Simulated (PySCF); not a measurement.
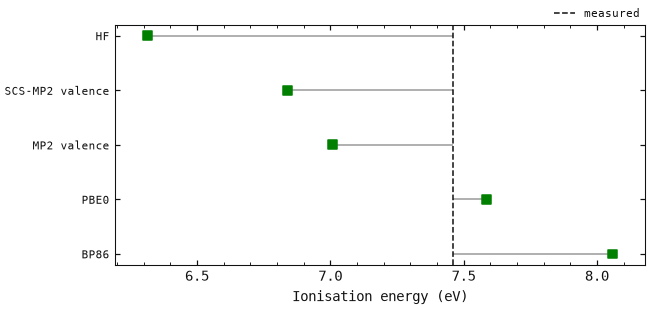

The ionisation energy of an atom or ion with 45 electrons in the configuration [Kr] 4d⁸ 5s by several methods. PySCF, cc-pVDZ-PP with a 28-electron core potential, unrestricted single determinants, no spin-orbit coupling. Methods marked “valence” freeze 8 core electrons.

### Name the element and charge.

Neutral rhodium. The values run from 6.31 eV (HF) to 8.06 eV (BP86). The measured value is 7.46 eV; nearest to it come PBE0 (+0.13) and MP2 valence (−0.45), furthest HF (−1.14 eV).

Known limits: spin-orbit shift not estimated.
